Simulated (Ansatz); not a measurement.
**AlNH4 (AlH2(NH2)) at CCSDT/STO-3G**

What is the vertical electron affinity of AlNH4 (AlH2(NH2)) at CCSDT/STO-3G? 

Program for the calculation: Ansatz 0.2.0.

54 further runs of the same task are left out: 2 that didn't finish, 52 set aside as unsound or not needed.

### 1 The system as given

The species is AlNH4 (6 atoms), meant as a singlet with charge 0. SMILES: `[H][Al]([H])[NH2]`. Geometry: a GFN2-xTB relaxation, a rough one for these elements and not checked as a minimum.

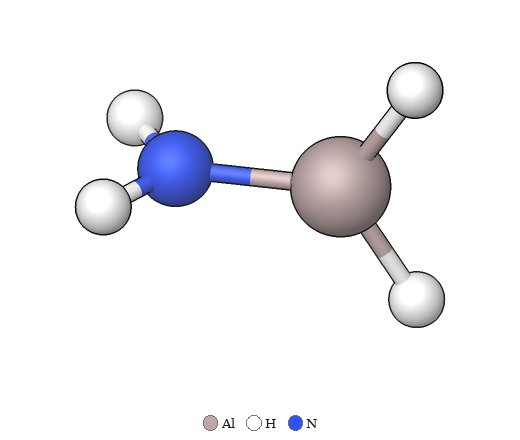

Viewed from a chosen angle; aluminium light grey, hydrogen white, nitrogen blue.

### 2 The energy at CCSDT/STO-3G

Input file input.yaml:

```yaml
basis:
  gaussian:
    orbitals: STO-3G
crystal:
  periodic: [false, false, false]
  atoms:
    - {symbol: Al, position_ang: [0.411220, 0.709780, 0.004090]}
    - {symbol: H, position_ang: [1.951140, 0.754090, 0.040220]}
    - {symbol: H, position_ang: [-0.317540, 2.068550, -0.020570]}
    - {symbol: "N", position_ang: [-0.477760, -0.827010, -0.006690]}
    - {symbol: H, position_ang: [-0.803830, -1.337930, -0.819770]}
    - {symbol: H, position_ang: [-0.763230, -1.367490, 0.802720]}
correlation:
  method: ccsdt
  frozen_orbitals: {Al: 5, H: 0, "N": 1}
accuracy: high
scf:
  omitted_lower_state_checks: [cluster_reference, increment]
```

Launch:

```sh
$ ansatz run input.yaml --threads 1 --pin off --max-ram 2610MiB --events-out events.jsonl --progress --plain --runs-dir runs
```

What it wrote:

```text
Warning: RAYON_NUM_THREADS=1 ignored (pool sized by the plan → 1); use --threads N
Functional definition: HF
  name "HF"
  exchange = exact_x
  correlation = 0
these checks for a lower state are left out or cut short: cluster_reference, increment
312 factors; integrals over basis functions are off by at most 1.4e-8 eV
mean field evaluation 1: about -8028.0547 eV, gradient 1.9e1 eV
mean field evaluation 2: about -8028.0781 eV, gradient 1.9e1 eV
mean field evaluation 4: about -8029.3205 eV, gradient 8.3e-1 eV
mean field evaluation 8: about -8029.3233 eV, gradient 1.4e-6 eV
mean field -8029.32330925 eV, -295.0721891442 hartree, gradient 6.8e-8 eV, S^2 0.000000; 0 other end points of the search recorded, 0 dependent functions left out
6 core orbitals not correlated: weight in the atoms' cores, before any rotation towards them, 0.999 or more for the frozen orbitals, at most 0.000 for the correlated occupied ones
reference -8029.32330925 eV, -295.0721891442 hartree; 6, 6 occupied and 6, 6 virtual orbitals, 312 factors
second order -1.90805283 eV of doubles, -0.00000000 eV of singles
cycle   1  -2.35526563 eV  change   -4.5e-1 eV  update   5.5e-2
cycle   2  -2.58985949 eV  change   -2.3e-1 eV  update   2.1e-2
cycle   3  -2.61394832 eV  change   -2.4e-2 eV  update   6.3e-3
cycle   4  -2.61715381 eV  change   -3.2e-3 eV  update   2.1e-3
cycle   5  -2.61752766 eV  change   -3.7e-4 eV  update   8.4e-4
cycle   6  -2.61738929 eV  change    1.4e-4 eV  update   3.0e-4
cycle   7  -2.61729507 eV  change    9.4e-5 eV  update   1.2e-4
cycle   8  -2.61728475 eV  change    1.0e-5 eV  update   5.4e-5
cycle   9  -2.61729989 eV  change   -1.5e-5 eV  update   2.2e-5
cycle  10  -2.61729873 eV  change    1.2e-6 eV  update   9.8e-6
cycle  11  -2.61729870 eV  change    3.2e-8 eV  update   3.8e-6
cycle  12  -2.61729837 eV  change    3.3e-7 eV  update   1.3e-6
cycle  13  -2.61729880 eV  change   -4.4e-7 eV  update   5.0e-7
cycle  14  -2.61729912 eV  change   -3.2e-7 eV  update   1.8e-7
cycle  15  -2.61729918 eV  change   -6.1e-8 eV  update   5.9e-8
cycle  16  -2.61729915 eV  change    3.0e-8 eV  update   2.6e-8
cycle  17  -2.61729914 eV  change    8.5e-9 eV  update   1.5e-8
cycle  18  -2.61729890 eV  change    2.4e-7 eV  update   5.7e-8
cycle  19  -2.61729882 eV  change    8.3e-8 eV  update   1.8e-8
cycle  20  -2.61729881 eV  change    1.1e-8 eV  update   5.1e-9
cycle  21  -2.61729881 eV  change   7.1e-10 eV  update   1.8e-9
cycle  22  -2.61729881 eV  change  -7.6e-10 eV  update  6.5e-10
Total energy: -8031.94060806 eV, -295.1683731014 hartree
Checks for a lower state left out: cluster_reference, increment
```

Run time: 0.31 s. Hardware: 1 thread of Intel Xeon Platinum 8488C (Sapphire Rapids), shared host.

### 3 The doublet anion, same level

Input file job.yaml:

```yaml
crystal:
  periodic: [false, false, false]
  atoms:
    - {symbol: Al, position_ang: [0.411220, 0.709780, 0.004090]}
    - {symbol: H, position_ang: [1.951140, 0.754090, 0.040220]}
    - {symbol: H, position_ang: [-0.317540, 2.068550, -0.020570]}
    - {symbol: N, position_ang: [-0.477760, -0.827010, -0.006690]}
    - {symbol: H, position_ang: [-0.803830, -1.337930, -0.819770]}
    - {symbol: H, position_ang: [-0.763230, -1.367490, 0.802720]}
basis:
  gaussian: {orbitals: STO-3G}
total_charge: -1
magnetization: {spin_polarized: true, initial_magnetization: 1}
correlation: {method: ccsdt, frozen_orbitals: {Al: 5, H: 0, "N": 1}}
accuracy: high
scf: {omitted_lower_state_checks: [cluster_reference, increment]}
```

Launch:

```sh
$ ansatz run job.yaml --threads 1 --pin off --max-ram 2610MiB --events-out events.jsonl --progress --plain --runs-dir runs
```

What it wrote:

```text
Warning: RAYON_NUM_THREADS=1 ignored (pool sized by the plan → 1); use --threads N
Functional definition: HF
  name "HF"
  exchange = exact_x
  correlation = 0
these checks for a lower state are left out or cut short: cluster_reference, increment
312 factors; integrals over basis functions are off by at most 1.4e-8 eV
mean field evaluation 1: about -8016.3939 eV, gradient 8.8e0 eV
mean field evaluation 2: about -8016.4921 eV, gradient 8.8e0 eV
mean field evaluation 4: about -8017.3048 eV, gradient 7.7e-1 eV
mean field evaluation 8: about -8017.3068 eV, gradient 7.6e-2 eV
mean field evaluation 16: about -8021.0714 eV, gradient 5.6e-5 eV
mean field -8021.07144265 eV, -294.7689386401 hartree, gradient 1.6e-8 eV, S^2 0.766094; 1 other end points of the search recorded, 0 dependent functions left out
6 core orbitals not correlated: weight in the atoms' cores, before any rotation towards them, 1.000 or more for the frozen orbitals, at most 0.000 for the correlated occupied ones
reference -8021.07144265 eV, -294.7689386401 hartree; 7, 6 occupied and 5, 6 virtual orbitals, 312 factors
second order -1.77715372 eV of doubles, -0.00000000 eV of singles
cycle   1  -2.22346531 eV  change   -4.5e-1 eV  update   5.5e-2
cycle   2  -2.47774809 eV  change   -2.5e-1 eV  update   2.4e-2
cycle   3  -2.49918272 eV  change   -2.1e-2 eV  update   7.3e-3
cycle   4  -2.50411665 eV  change   -4.9e-3 eV  update   3.6e-3
cycle   5  -2.50447607 eV  change   -3.6e-4 eV  update   9.2e-4
cycle   6  -2.50441139 eV  change    6.5e-5 eV  update   3.4e-4
cycle   7  -2.50435234 eV  change    5.9e-5 eV  update   1.3e-4
cycle   8  -2.50436979 eV  change   -1.7e-5 eV  update   4.6e-5
cycle   9  -2.50438441 eV  change   -1.5e-5 eV  update   1.6e-5
cycle  10  -2.50438107 eV  change    3.3e-6 eV  update   4.6e-6
cycle  11  -2.50438030 eV  change    7.8e-7 eV  update   1.7e-6
cycle  12  -2.50437976 eV  change    5.4e-7 eV  update   6.5e-7
cycle  13  -2.50437997 eV  change   -2.2e-7 eV  update   2.6e-7
cycle  14  -2.50438005 eV  change   -7.8e-8 eV  update   1.1e-7
cycle  15  -2.50438005 eV  change    6.6e-9 eV  update   5.4e-8
cycle  16  -2.50438004 eV  change    4.3e-9 eV  update   2.7e-8
cycle  17  -2.50438002 eV  change    2.5e-8 eV  update   1.7e-8
cycle  18  -2.50437959 eV  change    4.3e-7 eV  update   6.8e-8
cycle  19  -2.50437945 eV  change    1.4e-7 eV  update   2.3e-8
cycle  20  -2.50437941 eV  change    3.7e-8 eV  update   8.1e-9
cycle  21  -2.50437940 eV  change    4.2e-9 eV  update   2.9e-9
cycle  22  -2.50437940 eV  change  -4.2e-10 eV  update   1.1e-9
Total energy: -8023.57582206 eV, -294.8609728857 hartree
Checks for a lower state left out: cluster_reference, increment
```

Run time: 0.87 s. Hardware: 1 thread of Intel Xeon Platinum 8488C (Sapphire Rapids), shared host.

### 4 Outcome

Level: CCSDT/STO-3G, 6 core orbitals frozen.

| quantity | value |
| --- | --- |
| singlet AlNH4: total energy | -295.16837 Eh |
| singlet AlNH4: correlation energy (6 core orbitals frozen) | -96.2 mEh |
| singlet AlNH4: T1 diagnostic | 0.007 |
| doublet anion: total energy | -294.86097 Eh |
| doublet anion: correlation energy (6 core orbitals frozen) | -92.0 mEh |
| doublet anion: ⟨S²⟩ of the reference determinant | 0.766 |
| doublet anion: T1 diagnostic | 0.007 |
| vertical electron affinity (to the doublet anion) | -8.365 eV |

What this shows: The anion lies 8.36 eV (193 kcal/mol) above the neutral: the electron isn't bound at this level, and such a value depends on the basis. Without diffuse functions anions come out too high. In a minimal basis such a difference can be off by several eV, whatever the method.
